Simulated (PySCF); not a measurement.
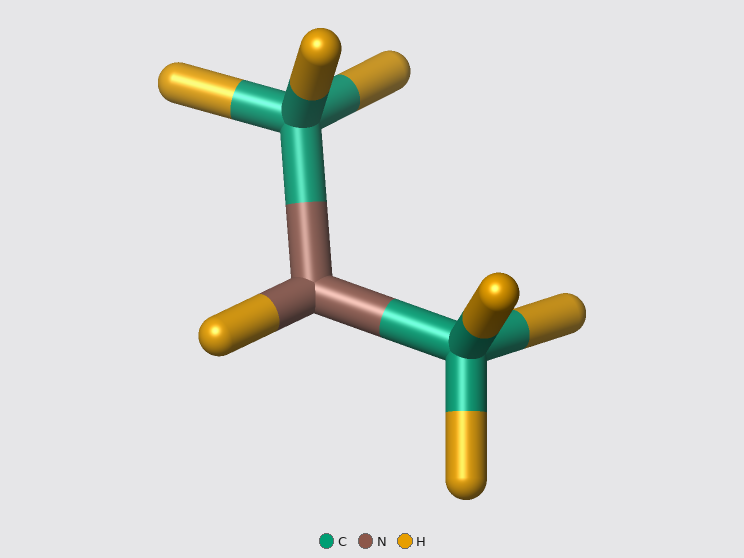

Stick drawing of a structure. Every bond is drawn as one stick, whatever its order.

The geometry was computed by an optimisation with PBE0-D3(BJ)/def2-SVP. No frequency run is at hand to confirm it as a minimum.

> What is the molecular formula?

C₂H₇N, 10 atoms: 2 carbon, 7 hydrogen and 1 nitrogen.

> How many sets of symmetry-equivalent atoms are there?

6: 2 C, 1 N, 2 H, 2 H, 2 H, 1 H.

More results for the same structure follow; atom numbers are the same in all pictures, views and colours differ.

Excitation

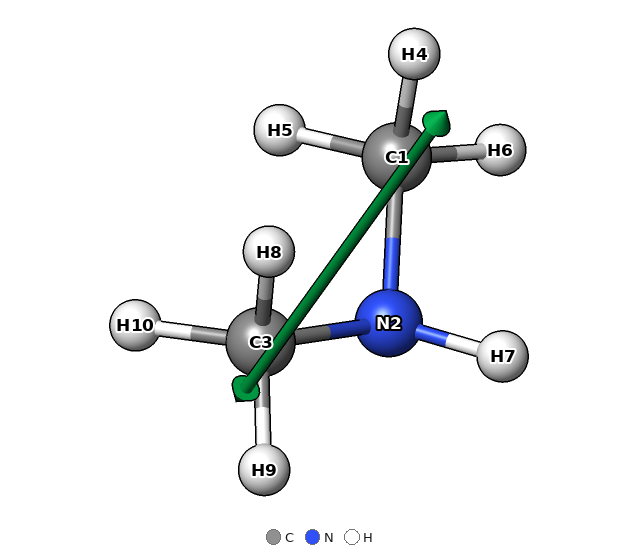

The double arrow shows the direction of the transition dipole to excited singlet state 3 (its length means nothing). No frequency run is at hand to confirm it as a minimum. Properties computed with TDDFT B3LYP/def2-SVPD, vertical, gas phase, core orbitals frozen in the response (PySCF 2.14.0).

> Give its energy, strength and character.

6.61 eV (187 nm), oscillator strength 0.038, mainly HOMO → LUMO+2 (weight 0.97); transition dipole 1.23 D.

Quadrupole coupling

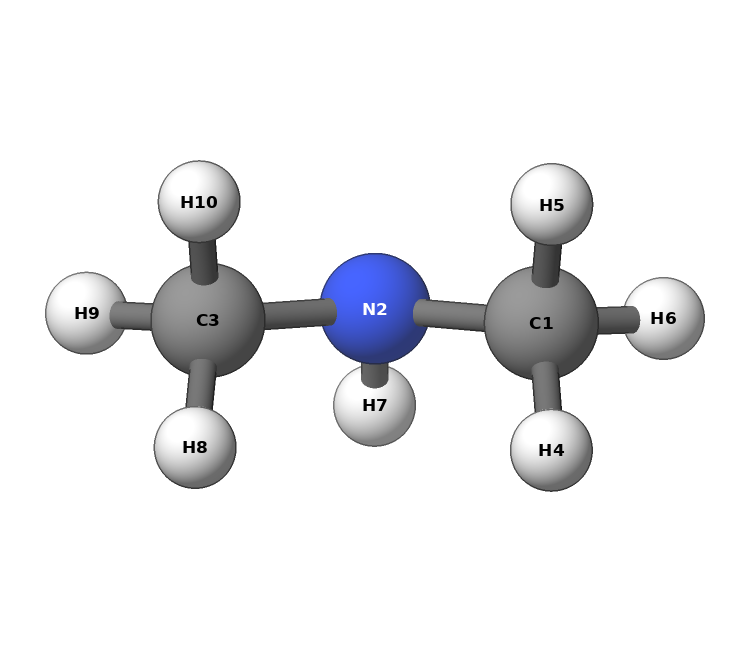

No frequency run is at hand to confirm it as a minimum. Electric field gradients from the ground-state density, B3LYP/aug-cc-pVTZ-J (PySCF 2.14.0), non-relativistic apart from any core potentials.

Give the largest field-gradient component, the quadrupole coupling constant and the asymmetry for 14N at N2 (Q = 20.44 mb), 2H at H4 (Q = 2.86 mb), 2H at H5 (Q = 2.86 mb), 2H at H6 (Q = 2.86 mb), 2H at H7 (Q = 2.86 mb).

```csv
atom,V_zz (a.u.),e²qQ/h (MHz),η
N2,−1.198,−5.75,0.09
H4,0.248,0.167,0.06
H5,0.263,0.176,0.06
H6,0.267,0.179,0.06
H7,0.381,0.256,0.18
```

Polarisability

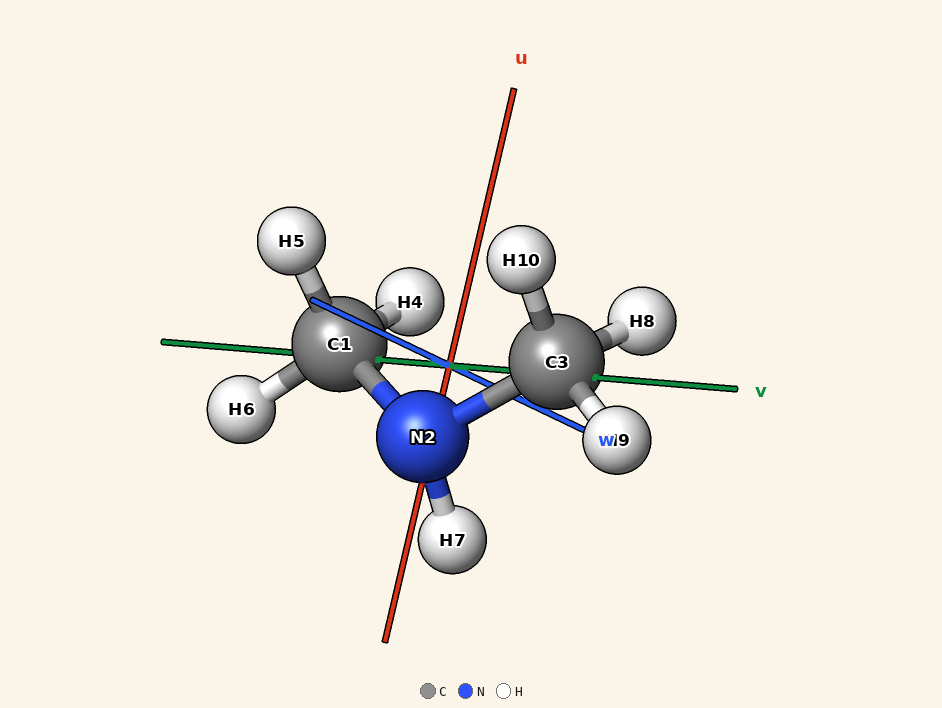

The lines u, v and w are the principal axes of the static dipole polarisability. No frequency run is at hand to confirm it as a minimum. Method: HF/def2-SVPD (PySCF 2.14.0).

> Along which axis is the molecule most polarisable, and along which least?

Most along v, least along w.

> Give the three principal values.

u 34.0, v 38.7, w 32.3 bohr³; mean 35.0, anisotropy 5.8 bohr³.

Spin–spin coupling

No frequency run is at hand to confirm it as a minimum. Properties computed with B3LYP/6-31G-J indirect spin-spin coupling, non-relativistic, gas phase (PySCF 2.14.0). Isotopes: 13C, 1H, 15N.

Give the spin–spin coupling constants of these pairs, with the number of bonds between them: C1/N2, N2/H7, N2/C3, N2/H8, N2/H10, N2/H6, N2/H9, N2/H4, N2/H5.

```
   pair  bonds apart  J (Hz)
 C1, N2            1    −3.9
 N2, H7            1   −73.2
 N2, C3            1    −3.9
 N2, H8            2     0.6
N2, H10            2    −3.0
 N2, H6            2    −2.2
 N2, H9            2    −2.2
 N2, H4            2     0.6
 N2, H5            2    −3.0
```
